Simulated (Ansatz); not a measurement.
Structure of W:

```
W
1.0
     3.15423    0.00000    0.00000
     0.00000    3.15423    0.00000
     0.00000    0.00000    3.15423
W
2
Direct
  0.00000 0.00000 0.00000
  0.50000 0.50000 0.50000
```

It is based on the input geometry of an electronic-structure calculation (not necessarily at equilibrium).

**Which powder rings are expected with 300 kV electrons? List the innermost 6, leaving out those under 3 % of the strongest.**

```csv
ring,radius,d (Å),hkl
1,4.48 nm⁻¹,2.23,110
2,6.34 nm⁻¹,1.577,200
3,7.77 nm⁻¹,1.288,211
4,8.97 nm⁻¹,1.115,220
5,10.03 nm⁻¹,0.997,310
6,11.86 nm⁻¹,0.843,321
```

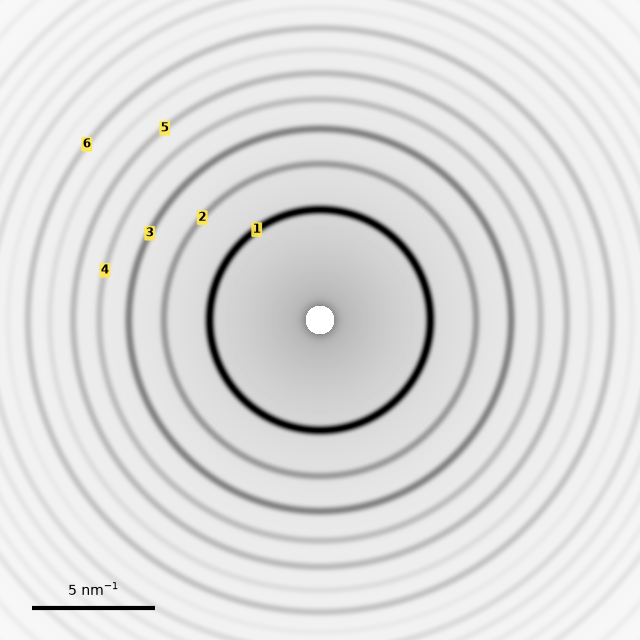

Simulated electron diffraction rings at 300 kV (λ = 0.0197 Å), scale in nm⁻¹ (radius = 1/d), for a fine-grained powder without texture. Kinematic intensities with B = 1.0 Å² for all atoms, without multiple scattering; brightness goes as intensity to the power 0.5, clipped at the top. Reflections closer than the ring width show as one ring. The numbers mark the rings of the table.
